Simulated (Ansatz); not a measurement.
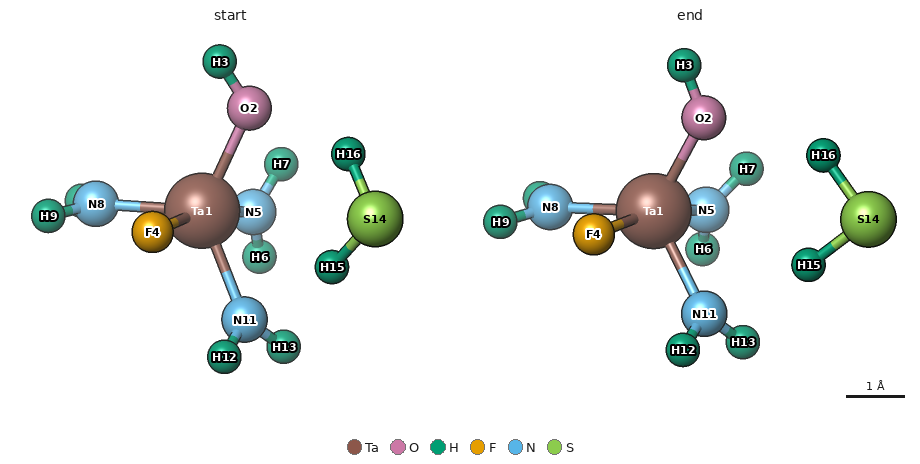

The structure of TaN₃H₉SOF before (left) and after (right) a relaxation, at one scale.

The picture is a ball-and-stick view, seen at a tilt.

The run prepares an end point of a later path (reaction) calculation, from a guessed geometry.

The calculation used RKS PBE/def2-SVP (Ansatz). Settings: no spin polarisation; force threshold 0.03 eV/Å; at most 50 steps.

> Summarise the run.

The energy falls by 2.77 kcal/mol in 13 geometry steps. The largest force component goes from 0.85 to 0.016 eV/Å. The S atom moves most after the best rigid fit: 0.63 Å. Largest moves by element: S 0.63 Å, H 0.37 Å, F 0.36 Å, O 0.27 Å, N 0.22 Å, Ta 0.15 Å. Near-neighbour distances that change, for instance: H–Ta 3.113 → 3.597 Å, H–Ta 2.814 → 3.235 Å, O–Ta 1.991 → 1.931 Å, H–S 1.384 → 1.363 Å. Bond angles that change, for instance: O–Ta–N 131.3° → 118.4°, O–Ta–N 113.4° → 120.9°, Ta–O–H 123.9° → 130.7°. Cost: 49 s on 4 threads of Arm Neoverse V1 (shared host), peak memory 0.26 GiB.
